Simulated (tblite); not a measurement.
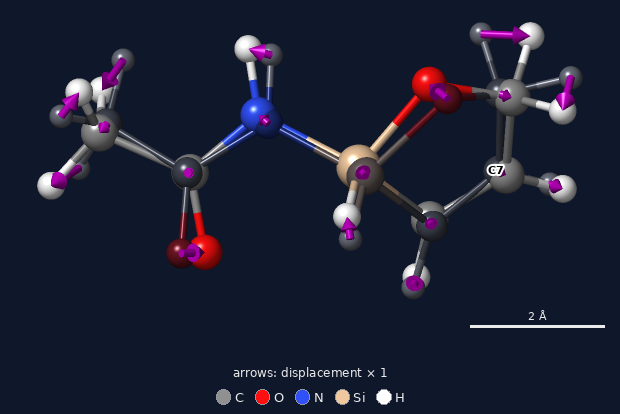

This is a relaxation of C$_{5}$H$_{9}$NO$_{2}$Si. The starting structure is drawn faded, the final one solid; purple arrows show the displacements, at their true length. The two geometries are superimposed by the best rigid fit.

Style: ball-and-stick. Shown face on.

These are results of GFN2-xTB geometry optimisation, gas phase in tblite, not measurements. 

**Atoms of which element are displaced furthest, and by how much?**

Hydrogen: up to 0.89 Å, against 0.51 Å for oxygen.

**What happened in the run?**

The atom that moves furthest after the best rigid fit is an H atom (0.89 Å). By element the largest moves are H 0.89 Å, O 0.51 Å, Si 0.29 Å, N 0.20 Å, C 0.20 Å. Some distances before and after: O–Si 3.021 → 2.690 Å, O–Si 1.724 → 1.644 Å, C–N 1.417 → 1.348 Å, C–O 1.344 → 1.400 Å. Among the angles between lasting bonds that change: C–C–H 132.0° → 123.5°, N–Si–C 111.4° → 119.7°, Si–C–H 122.0° → 129.7°. Groups turn about C–C by about 45°, C–O by about 35°, O–Si by about 30°. The energy falls by 79.0 kJ/mol in 135 geometry steps. Cost: 1.9 s on 1 thread of Arm Neoverse N1, with other jobs on the host.
